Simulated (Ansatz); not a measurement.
**Run report: C4H7FSi, geometry relaxation (part 2 of 2)**

The same run, continued: C4H7FSi; RKS PBE-D4/def2-SVP (Ansatz 0.2.0). It belongs to a series of runs on one base structure; here: end point A relaxed.

Geometry of the input (Å):
```
C  0.2835  -2.3020  1.3839
C  0.1412  -0.9678  1.2879
C  0.0162  0.3290  1.2118
Si 0.4799  1.2442  -0.3113
C  -0.6240  0.6750  -1.7558
F  0.0788  2.7975  -0.0342
H  1.2140  -2.7314  1.5806
H  -0.6061  -2.8647  1.2592
H  -0.2338  0.9302  2.1313
H  1.8493  1.1237  -0.6242
H  -0.4420  -0.3650  -1.9676
H  -1.6744  0.7889  -1.5021
H  -0.4621  1.3078  -2.6447
```

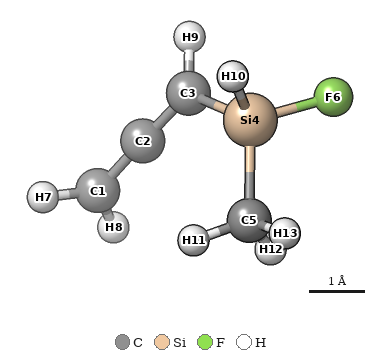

Figure 1. The geometry at step 20 of the log (ball-and-stick view, seen at a tilt; atoms are numbered from 1 in the order of the input).

Trajectory as extended XYZ, continued
```
13
Properties=species:S:1:pos:R:3:forces:R:3 step=5 energy=-14837.07280
C     0.2334   -2.2702    1.3480   -0.0003   0.0271  -0.0174
C     0.1444   -0.9553    1.3317   -0.0396   0.0168   0.0683
C     0.0725    0.3597    1.2689    0.0167   0.0224  -0.0528
Si    0.4424    1.2788   -0.3285   -0.0817  -0.0200   0.0102
C    -0.6302    0.6545   -1.7300   -0.0055   0.0186   0.0116
F     0.0894    2.8631   -0.0489   -0.0003   0.0123   0.0168
H     1.1819   -2.7698    1.6060    0.0053  -0.0347   0.0052
H    -0.6384   -2.9071    1.1216    0.0117  -0.0092  -0.0099
H    -0.2135    0.9397    2.1689    0.0338  -0.0185  -0.0065
H     1.9033    1.2133   -0.6723    0.0232   0.0013  -0.0048
H    -0.4044   -0.4122   -1.9386    0.0001   0.0209  -0.0014
H    -1.7030    0.7313   -1.4555    0.0455   0.0014  -0.0210
H    -0.4573    1.2398   -2.6565   -0.0089  -0.0384   0.0016
13
Properties=species:S:1:pos:R:3:forces:R:3 step=7 energy=-14837.07751
C     0.1967   -2.2672    1.3292    0.0661   0.0038  -0.0110
C     0.1417   -0.9498    1.3453    0.0303  -0.0080  -0.1123
C     0.1158    0.3675    1.2795   -0.0400  -0.0048   0.1018
Si    0.4249    1.3028   -0.3195   -0.0011   0.0254  -0.0223
C    -0.6098    0.6267   -1.7238    0.0001  -0.0207   0.0051
F    -0.0091    2.8666   -0.0286    0.0156  -0.0397   0.0020
H     1.1453   -2.8012    1.5214   -0.0611   0.0324   0.0012
H    -0.6971   -2.8796    1.1232   -0.0211   0.0015   0.0319
H    -0.0941    0.9501    2.1993    0.0198  -0.0003  -0.0259
H     1.8882    1.3187   -0.6727   -0.0198   0.0084   0.0205
H    -0.3876   -0.4498   -1.8752    0.0134  -0.0097   0.0068
H    -1.6892    0.7212   -1.4894   -0.0023   0.0056   0.0014
H    -0.4051    1.1592   -2.6741   -0.0001   0.0061   0.0009
13
Properties=species:S:1:pos:R:3:forces:R:3 step=9 energy=-14837.07965
C     0.1887   -2.2629    1.3127    0.0035  -0.0346   0.0357
C     0.1390   -0.9454    1.3324    0.0205  -0.0063  -0.0416
C     0.1170    0.3723    1.2813   -0.0281   0.0012   0.0482
Si    0.4222    1.3074   -0.3178   -0.0315   0.0029   0.0013
C    -0.6036    0.6171   -1.7216    0.0039   0.0001   0.0037
F    -0.0216    2.8678   -0.0293    0.0040  -0.0034  -0.0068
H     1.1398   -2.7999    1.4850   -0.0767   0.0300  -0.0075
H    -0.7201   -2.8707    1.1539    0.0521   0.0267  -0.0119
H    -0.0716    0.9519    2.2076    0.0396  -0.0196  -0.0192
H     1.8872    1.3321   -0.6585   -0.0052   0.0118   0.0003
H    -0.3639   -0.4554   -1.8742    0.0086  -0.0086   0.0031
H    -1.6842    0.6955   -1.4860    0.0070   0.0010   0.0037
H    -0.4084    1.1555   -2.6705    0.0023  -0.0011  -0.0091
13
Properties=species:S:1:pos:R:3:forces:R:3 step=11 energy=-14837.08506
C     0.1137   -2.2460    1.2656   -0.0311  -0.0819   0.0101
C     0.1377   -0.9273    1.3149    0.0115   0.0048   0.0248
C     0.1838    0.3925    1.3033    0.0133   0.0980   0.2705
Si    0.3890    1.3473   -0.3011    0.0373   0.1246   0.0008
C    -0.5602    0.5565   -1.7084    0.0295  -0.0551   0.0091
F    -0.1911    2.8705   -0.0315    0.0405  -0.1317  -0.0182
H     1.0491   -2.8396    1.3195   -0.1613   0.1079  -0.0300
H    -0.8414   -2.8049    1.1937    0.1590   0.0971   0.0213
H     0.1671    0.9578    2.2708   -0.0165  -0.2235  -0.3406
H     1.8560    1.5072   -0.6204   -0.0925   0.0109  -0.0068
H    -0.2702   -0.5122   -1.8097   -0.0256   0.0706   0.0141
H    -1.6502    0.6008   -1.5068    0.0230  -0.0216   0.0075
H    -0.3629    1.0629   -2.6753    0.0129  -0.0001   0.0374
13
Properties=species:S:1:pos:R:3:forces:R:3 step=13 energy=-14837.09277
C     0.0738   -2.2364    1.2586    0.0361   0.0336   0.0230
C     0.1418   -0.9217    1.3159   -0.0010   0.0162  -0.0233
C     0.2269    0.3944    1.3111   -0.0166   0.0102  -0.0453
Si    0.3693    1.3633   -0.2902   -0.0487  -0.0597   0.0017
C    -0.5365    0.5358   -1.6985   -0.0463  -0.0055  -0.0102
F    -0.2625    2.8611   -0.0247   -0.0130  -0.0110   0.0289
H     0.9877   -2.8526    1.2539    0.0269  -0.0208  -0.0109
H    -0.8925   -2.7627    1.2411   -0.0814  -0.0334  -0.0051
H     0.2666    0.9361    2.2748    0.0064   0.0270   0.0411
H     1.8091    1.5716   -0.6454    0.1262   0.0615   0.0065
H    -0.1936   -0.5126   -1.8114    0.0299  -0.0134  -0.0039
H    -1.6310    0.5165   -1.5225    0.0092   0.0196   0.0143
H    -0.3385    1.0726   -2.6480   -0.0277  -0.0243  -0.0168
13
Properties=species:S:1:pos:R:3:forces:R:3 step=15 energy=-14837.02696 accepted=F
C    -0.0434   -2.2097    1.1452   -0.0551  -0.4117   0.7288
C     0.1426   -0.9017    1.2474    0.0023   0.0152   0.1110
C     0.3367    0.4089    1.3038    0.0754  -0.1596   0.0530
Si    0.3543    1.4200   -0.2835   -0.1152   0.2110   0.1128
C    -0.4729    0.4639   -1.6725   -0.0308  -0.1071   0.0243
F    -0.4697    2.8353    0.0037    0.2077  -0.3868  -0.0867
H     0.8429   -2.9131    1.1733   -0.7070   0.4996  -0.2981
H    -1.0696   -2.6594    1.3164    0.8152   0.3312  -0.3038
H     0.5466    0.9005    2.2891   -0.1547  -0.2225  -0.3588
H     1.7729    1.8364   -0.6211   -0.2045  -0.0432   0.0098
H    -0.0003   -0.5449   -1.7784   -0.1254   0.2899   0.0155
H    -1.5647    0.3150   -1.4796    0.3308   0.0627  -0.0047
H    -0.3549    1.0143   -2.6292   -0.0387  -0.0786  -0.0029
13
Properties=species:S:1:pos:R:3:forces:R:3 step=17 energy=-14837.10698
C    -0.0459   -2.1993    1.2105    0.0661   0.0702   0.0150
C     0.1422   -0.8954    1.2918   -0.0167  -0.0442   0.0177
C     0.3377    0.4106    1.3155   -0.0004  -0.0725  -0.1114
Si    0.3551    1.4029   -0.2806   -0.0251   0.0962   0.0875
C    -0.4583    0.4568   -1.6721   -0.0414  -0.0287  -0.0058
F    -0.4754    2.8082   -0.0236    0.0527  -0.1251   0.0061
H     0.8092   -2.8889    1.0802   -0.0910   0.0486  -0.0041
H    -1.0540   -2.6414    1.2940    0.0354   0.0108  -0.0002
H     0.5409    0.9076    2.2832   -0.0056   0.0264   0.0091
H     1.7617    1.8251   -0.6129   -0.0179  -0.0103   0.0030
H     0.0152   -0.5406   -1.8011   -0.0384   0.0850   0.0006
H    -1.5359    0.3016   -1.4441    0.1122   0.0001  -0.0479
H    -0.3722    1.0182   -2.6258   -0.0299  -0.0566   0.0304
13
Properties=species:S:1:pos:R:3:forces:R:3 step=20 energy=-14837.10848 accepted=F
C    -0.1099   -2.1795    1.2302   -0.0440   0.0244  -0.0447
C     0.1507   -0.8894    1.3087    0.0331   0.0028   0.0244
C     0.4198    0.4031    1.3217    0.0077   0.0398  -0.1800
Si    0.3462    1.4050   -0.2774   -0.0589  -0.1646   0.1615
C    -0.4116    0.4324   -1.6908   -0.0178   0.0179   0.1104
F    -0.6108    2.7139    0.0103   -0.0024   0.0750   0.0088
H     0.6915   -2.9132    1.0353   -0.0165   0.0157   0.0062
H    -1.1372   -2.5668    1.3485    0.0436   0.0140   0.0384
H     0.7057    0.8948    2.2755   -0.0464  -0.0355  -0.0981
H     1.7078    1.9482   -0.6077    0.0181   0.0121  -0.0089
H     0.1370   -0.5163   -1.8762   -0.0587   0.0912  -0.0004
H    -1.4697    0.1879   -1.4464    0.1422  -0.0143  -0.0502
H    -0.3992    1.0453   -2.6169    0.0001  -0.0785   0.0325
13
Properties=species:S:1:pos:R:3:forces:R:3 step=22 energy=-14837.11623
C    -0.1215   -2.1768    1.2171   -0.0007  -0.0086   0.0101
C     0.1488   -0.8896    1.2935   -0.0052   0.0084  -0.0219
C     0.4178    0.4021    1.3015   -0.0033  -0.0007   0.0129
Si    0.3398    1.4166   -0.2722    0.0119  -0.0144  -0.0161
C    -0.4052    0.4321   -1.6758   -0.0112   0.0139  -0.0073
F    -0.6010    2.7369    0.0224   -0.0145   0.0141   0.0083
H     0.6725   -2.9155    1.0151   -0.0042  -0.0019   0.0005
H    -1.1453   -2.5581    1.3692    0.0012   0.0029   0.0051
H     0.7050    0.8888    2.2540    0.0101  -0.0022  -0.0011
H     1.7022    1.9577   -0.6092    0.0038   0.0008   0.0063
H     0.1749   -0.4943   -1.8615    0.0123   0.0003   0.0038
H    -1.4454    0.1390   -1.4284    0.0016  -0.0113  -0.0022
H    -0.4221    1.0267   -2.6110   -0.0019  -0.0012   0.0014
13
Properties=species:S:1:pos:R:3:forces:R:3 step=24 energy=-14837.11798
C    -0.1847   -2.1621    1.2466   -0.0545  -0.1155  -0.0422
C     0.1556   -0.8911    1.3084   -0.0143   0.0245  -0.0851
C     0.4821    0.3869    1.2877    0.0340   0.0748   0.1151
Si    0.3172    1.4217   -0.2664   -0.0266  -0.0568   0.0082
C    -0.3607    0.4204   -1.6928   -0.0010  -0.0858  -0.0301
F    -0.7103    2.6664    0.0671   -0.0141   0.0138  -0.0164
H     0.5462   -2.9392    0.9534   -0.0598   0.0671   0.0780
H    -1.2163   -2.4907    1.4754    0.1125   0.0288  -0.0134
H     0.8578    0.8682    2.2149    0.0023  -0.0635  -0.0617
H     1.6359    2.0614   -0.5983    0.0202   0.0078   0.0064
H     0.3155   -0.4292   -1.9349   -0.0573   0.0866   0.0380
H    -1.3597    0.0016   -1.4468    0.0710   0.0267  -0.0051
H    -0.4580    1.0512   -2.5996   -0.0122  -0.0085   0.0083
13
Properties=species:S:1:pos:R:3:forces:R:3 step=26 energy=-14837.12019
C    -0.1892   -2.1613    1.2355    0.0178  -0.0666   0.0384
C     0.1515   -0.8902    1.3001   -0.0206   0.0107  -0.0689
C     0.4796    0.3877    1.2862    0.0326   0.0277   0.0449
Si    0.3172    1.4236   -0.2670   -0.0061  -0.0195   0.0043
C    -0.3612    0.4213   -1.6917   -0.0006  -0.0414  -0.0185
F    -0.7094    2.6709    0.0622   -0.0034  -0.0017  -0.0110
H     0.5502   -2.9406    0.9749   -0.0554   0.0531   0.0084
H    -1.2172   -2.4907    1.4687    0.0415   0.0106  -0.0105
H     0.8635    0.8598    2.2127   -0.0129  -0.0270  -0.0119
H     1.6390    2.0611   -0.5949    0.0047   0.0046   0.0019
H     0.3203   -0.4211   -1.9357   -0.0266   0.0412   0.0166
H    -1.3536   -0.0060   -1.4384    0.0368   0.0138  -0.0019
H    -0.4702    1.0509   -2.5978   -0.0078  -0.0054   0.0082
13
Properties=species:S:1:pos:R:3:forces:R:3 step=28 energy=-14837.12159
C    -0.2186   -2.1524    1.2402    0.0203  -0.0145   0.0395
C     0.1487   -0.8876    1.2960   -0.0182  -0.0140  -0.0436
C     0.5037    0.3834    1.2801   -0.0038  -0.0127  -0.0159
Si    0.3119    1.4268   -0.2658   -0.0222   0.0158   0.0232
C    -0.3423    0.4153   -1.6951   -0.0040  -0.0590  -0.0180
F    -0.7481    2.6463    0.0689    0.0267  -0.0302  -0.0138
H     0.4978   -2.9450    0.9575   -0.0517   0.0473   0.0071
H    -1.2456   -2.4617    1.5045    0.0476   0.0106  -0.0186
H     0.9204    0.8413    2.1977    0.0052  -0.0047   0.0222
H     1.6186    2.0994   -0.5882   -0.0134  -0.0013   0.0014
H     0.3860   -0.3781   -1.9701   -0.0551   0.0555   0.0087
H    -1.3002   -0.0789   -1.4262    0.0691   0.0375  -0.0182
H    -0.5117    1.0566   -2.5846   -0.0004  -0.0303   0.0260
13
Properties=species:S:1:pos:R:3:forces:R:3 step=30 energy=-14837.12184 accepted=F
C    -0.2444   -2.1429    1.2426    0.0188   0.0123   0.0350
C     0.1430   -0.8841    1.2872    0.0047  -0.0133   0.0107
C     0.5223    0.3799    1.2748   -0.0564  -0.0161  -0.0533
Si    0.3120    1.4292   -0.2647   -0.0274   0.0335   0.0160
C    -0.3229    0.4095   -1.6967   -0.0332  -0.0395  -0.0451
F    -0.7740    2.6259    0.0683    0.0216  -0.0225  -0.0024
H     0.4496   -2.9434    0.9348   -0.0070   0.0008   0.0067
H    -1.2638   -2.4386    1.5436   -0.0018   0.0070  -0.0362
H     0.9547    0.8218    2.1918    0.0475   0.0102   0.0241
H     1.6042    2.1303   -0.5833   -0.0066  -0.0046   0.0049
H     0.4410   -0.3347   -2.0094   -0.0590   0.0479   0.0064
H    -1.2416   -0.1444   -1.4060    0.0756   0.0438  -0.0344
H    -0.5597    1.0568   -2.5682    0.0233  -0.0596   0.0675
13
Properties=species:S:1:pos:R:3:forces:R:3 step=32 energy=-14837.12272
C    -0.2396   -2.1438    1.2488   -0.0014   0.0023  -0.0136
C     0.1449   -0.8846    1.2904    0.0066  -0.0004   0.0093
C     0.5213    0.3799    1.2750   -0.0234   0.0041  -0.0108
Si    0.3109    1.4285   -0.2642   -0.0040   0.0089   0.0044
C    -0.3245    0.4098   -1.6968   -0.0159  -0.0045  -0.0234
F    -0.7732    2.6253    0.0703    0.0019  -0.0065  -0.0009
H     0.4541   -2.9433    0.9394    0.0088  -0.0105   0.0103
H    -1.2636   -2.4391    1.5322   -0.0111   0.0002  -0.0014
H     0.9555    0.8239    2.1915    0.0215   0.0023   0.0018
H     1.6031    2.1286   -0.5825    0.0012   0.0004   0.0011
H     0.4310   -0.3412   -2.0070   -0.0078   0.0106   0.0053
H    -1.2483   -0.1339   -1.4120    0.0152   0.0075  -0.0065
H    -0.5511    1.0552   -2.5702    0.0084  -0.0143   0.0243
13
Properties=species:S:1:pos:R:3:forces:R:3 step=34 energy=-14837.12297
C    -0.2482   -2.1434    1.2547   -0.0007   0.0037   0.0027
C     0.1439   -0.8863    1.2908    0.0071   0.0005   0.0140
C     0.5272    0.3762    1.2718   -0.0034   0.0010  -0.0084
Si    0.3080    1.4273   -0.2640   -0.0055   0.0015   0.0002
C    -0.3181    0.4112   -1.7021   -0.0069   0.0088  -0.0118
F    -0.7873    2.6130    0.0729   -0.0022  -0.0015   0.0035
H     0.4402   -2.9489    0.9489    0.0050  -0.0071  -0.0064
H    -1.2717   -2.4316    1.5471   -0.0090  -0.0002   0.0007
H     0.9773    0.8170    2.1825    0.0006  -0.0023   0.0005
H     1.5935    2.1398   -0.5786    0.0116   0.0058  -0.0008
H     0.4465   -0.3246   -2.0249    0.0018   0.0071  -0.0001
H    -1.2317   -0.1491   -1.4194   -0.0055  -0.0027   0.0019
H    -0.5593    1.0648   -2.5648    0.0069  -0.0148   0.0041
```
